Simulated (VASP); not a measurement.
Band structure of Ga4As3P (ordered alloy cell). Level of theory: PBEsol GGA, VASP's PBE PAW potentials (set 64) (plane waves; VASP).

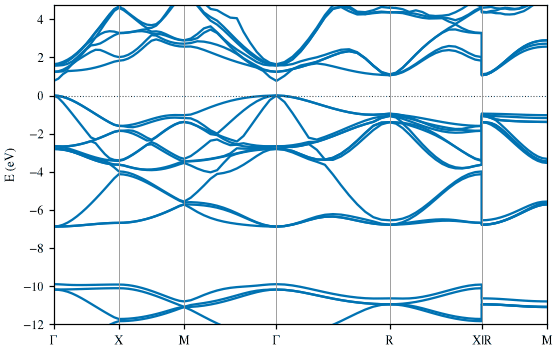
Figure. Bands along high-symmetry lines, zero at the valence-band maximum or, without a gap, the Fermi level

**Question.** Read the plot: is there a gap, and where are the band edges?

**Answer.** The gap is direct, 0.77 eV, from the valence maximum at Γ to the conduction minimum at Γ. (Edges off the drawn lines would not show.)

The structure was generated: Ga4As3P was put into an ordered model structure (P-43m), which need not be its known phase. It was relaxed first.
